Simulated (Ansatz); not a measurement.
**ClGaH4O2: density, localisation and related maps**

Input

```
crystal:
  periodic: [false, false, false]
  atoms:
    - { symbol: Ga, position_ang: [0.10499, 0.521193, -0.421634] }
    - { symbol: O, position_ang: [0.038228, 0.129311, 2.526544] }
    - { symbol: H, position_ang: [-0.90857, -0.059322, 2.532843] }
    - { symbol: Cl, position_ang: [1.693417, -0.439271, -1.492515] }
    - { symbol: O, position_ang: [-1.536834, -0.130929, -0.57921] }
    - { symbol: H, position_ang: [-1.622941, -0.923869, -1.119378] }
    - { symbol: H, position_ang: [0.283266, 1.805438, 0.45213] }
    - { symbol: H, position_ang: [0.076144, 1.036348, 2.14462] }
basis:
  gaussian: { orbitals: def2-SVP }
hamiltonian:
  xc: pbe0
  dispersion: d4
relax:
  f_tol: 0.03
  max_steps: 50
output:
  orbitals: {}
```

Run with:

```sh
ansatz run input.yaml --threads 2 --pin off --max-ram 3072MiB --backend cpu --events-out ev --progress --plain --runs-dir out
```

The fields are those of the run's last geometry, not of the input's.

Level of theory: Ansatz, RKS PBE0-D4/def2-SVP.

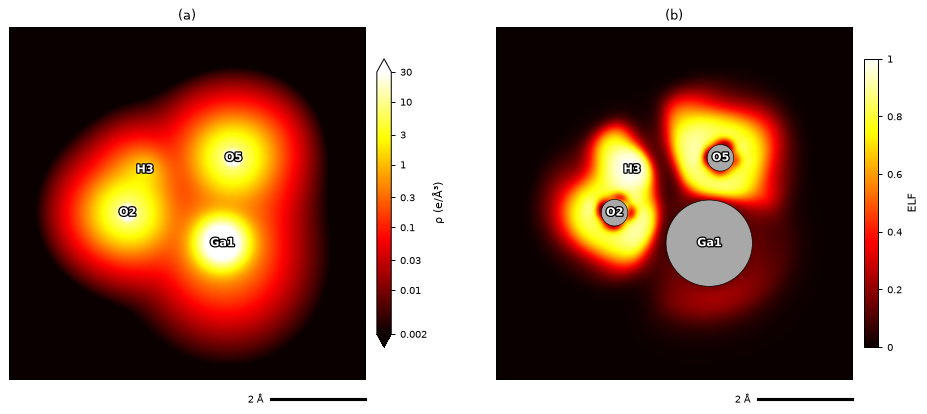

Figure 1. (a) total electron density; (b) electron localisation function on the plane of atoms Ga1, O2 and H3. Grey discs cover the atomic cores in the ELF map.

Q: Interpret the plot.

A: The section cuts through Ga, O and H sites.
Ga–O (1.83 Å): the density is about 0.81 e/Å³ at the midpoint; the ELF peaks at about 0.85 in the valence shell of O, 0.6 Å from its nucleus, and is about 0.25 at the midpoint.
O–H (0.99 Å): ρ is about 3.7 e/Å³ halfway; the ELF climbs to about 1 towards the hydrogen, as it does in any bond to H (a covalent bond by its length).
Ga–O (2.11 Å): ρ is about 0.4 e/Å³ halfway; the ELF peaks at about 0.90 in the valence shell of O, 0.6 Å from its nucleus, and is about 0.20 at the midpoint.
The ELF also peaks beside O5, away from the bonds: lone-pair regions.

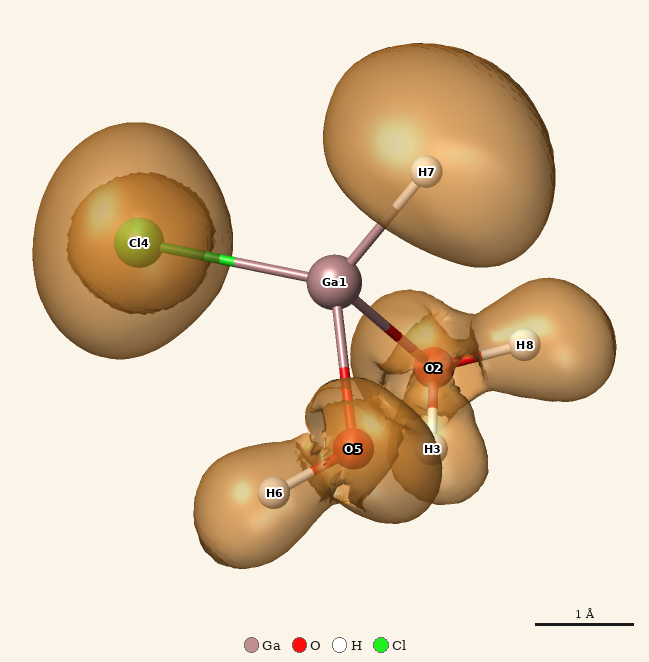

Figure 2. Isosurface of the electron localisation function at 0.8 (orange), seen at a tilt. Only the valence region is drawn (cores and ρ < 0.01 e/Å³ removed).

Q: Identify the bonds, lone pairs and shells in this picture.

A: The ELF exceeds this value in one region around a hydrogen nucleus, one region wrapped around Cl (its valence shell) and two joined regions spread over several atoms (H, O), in which their bonds and any lone pairs are merged. Along the contacts the grid gives the following. Ga–Cl (2.17 Å): the ELF peaks at about 0.85 in the valence shell of Cl, 0.8 Å from its nucleus, and is about 0.55 at the midpoint.

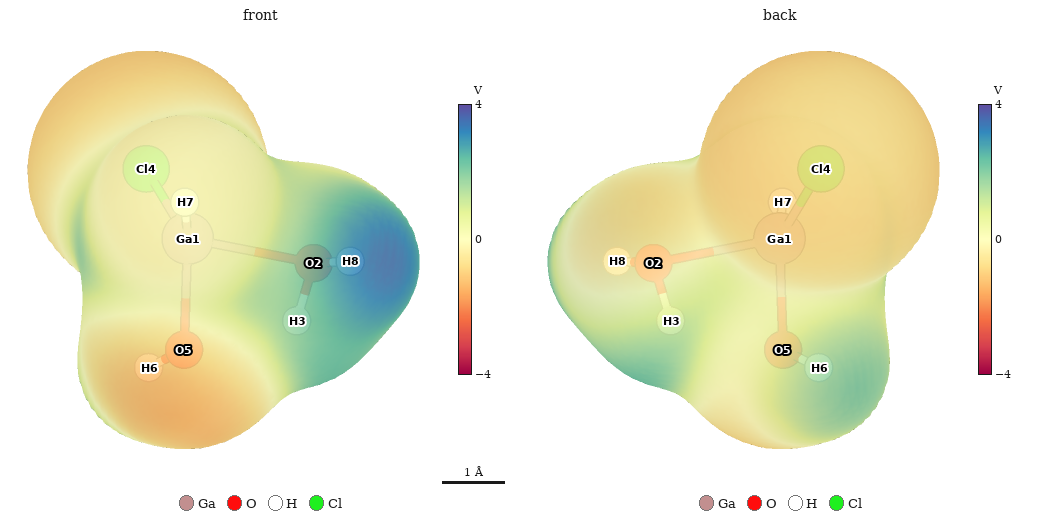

Figure 3. The molecular electrostatic potential painted on the density surface at 0.002 e/bohr³, seen from the front and from behind; red is negative and blue positive.

Q: Describe the electrostatic potential map.

A: The most negative region (about −1.5 V) lies over O5, the most positive (about +3.4 V) over H8. O5 is the likeliest acceptor of a hydrogen bond.

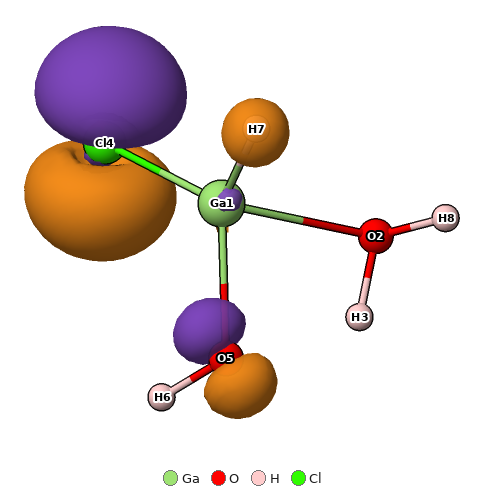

Figure 4. The HOMO at ±0.2 Å⁻³ᐟ² (orange and purple are the two phases), seen across its widest extent.

Q: What is the character of this orbital?

A: Its weight (Hirshfeld) is mainly on Cl4 (about 75 %), O5 (about 10 %), Ga1 (about 10 %) and H7 (about 5 %); largely a lone pair of Cl4. Its energy is −8.17 eV.
